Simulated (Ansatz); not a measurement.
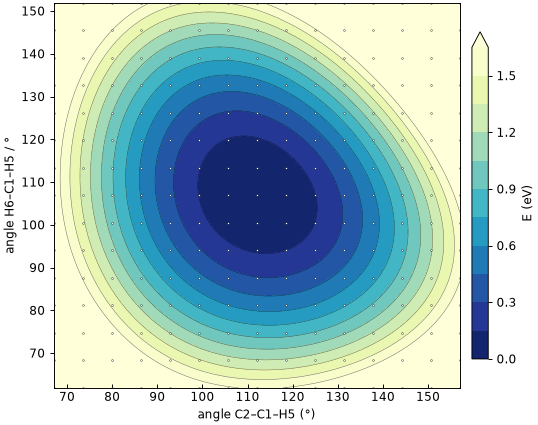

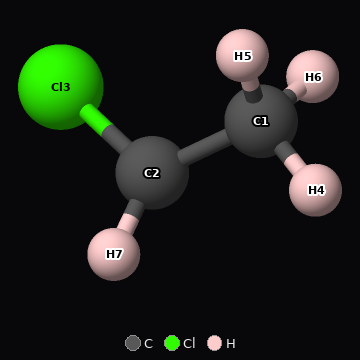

Energy landscape of C2H4Cl, SMILES C[CH]Cl, spin multiplicity 2. First axis: angle C2–C1–H5. Second axis: angle H6–C1–H5. Nothing is relaxed (all other coordinates rigid). The scan uses a 15 × 15 grid. All energies are given in eV relative to the lowest grid point. These are results of Ansatz 0.2.0, UKS PBE0-D4/def2-TZVP, not measurements.

Drawn: filled contours, dots at the grid points, one colour for all values above the top of the scale. Between grid points the surface is interpolated. The second picture is the structure at the lowest point.

Question: Summarise what can be read from the map.

Answer: The lowest grid point is at angle C2–C1–H5 = 112.0°, angle H6–C1–H5 = 106.9°. It is the only kind of minimum in the scanned range. The highest grid point, angle C2–C1–H5 = 157.0°, angle H6–C1–H5 = 151.9°, lies 4.60 eV above the lowest. Round the minimum the valley is somewhat tilted: raising angle C2–C1–H5 shifts the best value of angle H6–C1–H5 downwards (coupling k₁₂/√(k₁₁k₂₂) about 0.2).

The input of one point:

```yaml
crystal:
  periodic: [false, false, false]
  atoms:
    - { symbol: C, position_ang: [-0.526917, 0.317369, -0.116044] }
    - { symbol: C, position_ang: [0.619818, -0.58056, 0.112347] }
    - { symbol: Cl, position_ang: [1.483982, -0.476585, 1.576135] }
    - { symbol: H, position_ang: [-1.053621, 0.027606, -1.027593] }
    - { symbol: H, position_ang: [-0.213689, 1.364879, -0.22801] }
    - { symbol: H, position_ang: [-1.232772, 0.28401, 0.719234] }
    - { symbol: H, position_ang: [1.122154, -1.128107, -0.672092] }
magnetization:
  spin_polarized: true
  initial_magnetization: 1
basis:
  gaussian: { orbitals: def2-TZVP }
hamiltonian:
  xc: pbe0
  dispersion: d4
output:
  forces: true
```

Each point was launched as `ansatz run input.yaml --threads 1 --pin off --max-ram 2560MiB --backend cpu --events-out ev --progress --plain --runs-dir out`. Time for the 225 points that were run: 34 min on 1 thread of Arm Neoverse N1, with other jobs on the host.
